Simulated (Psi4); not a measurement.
Two rigid molecules brought together: H2 ··· Br- (SMILES [H][H] and [Br-]) (charge -1). Monomers: optimised at B3LYP-D3(BJ) (def2-TZVP), held rigid. Orientation: lowest of the rigid-body minima from ten starts at GFN2-xTB. The monomers approach along the line of their centres of mass (distance R); nothing else relaxes.

Level of theory: SAPT0/jun-cc-pVDZ, frozen core in Psi4.

Components in kJ/mol:

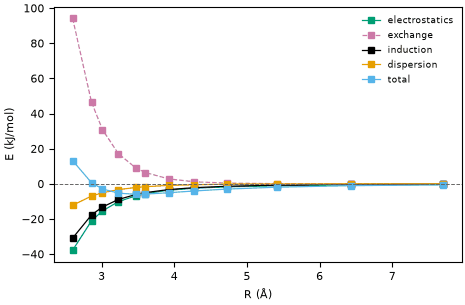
Figure. Components of the interaction energy.

| R / Å | electrostatics | exchange | induction | dispersion | total |
|---|---|---|---|---|---|
| 2.60 | -37.81 | 94.13 | -30.92 | -12.23 | 13.17 |
| 2.86 | -21.09 | 46.36 | -17.72 | -6.97 | 0.58 |
| 3.01 | -15.45 | 30.87 | -13.22 | -5.12 | -2.93 |
| 3.23 | -10.17 | 17.07 | -8.93 | -3.32 | -5.36 |
| 3.47 | -6.79 | 9.02 | -6.09 | -2.11 | -5.98 |
| 3.60 | -5.57 | 6.40 | -5.04 | -1.66 | -5.88 |
| 3.92 | -3.65 | 2.79 | -3.31 | -0.94 | -5.10 |
| 4.27 | -2.51 | 1.15 | -2.22 | -0.52 | -4.10 |
| 4.72 | -1.73 | 0.38 | -1.42 | -0.26 | -3.03 |
| 5.41 | -1.11 | 0.07 | -0.80 | -0.10 | -1.94 |
| 6.43 | -0.65 | 0.01 | -0.39 | -0.03 | -1.07 |
| 7.70 | -0.38 | 0.00 | -0.19 | -0.01 | -0.58 |
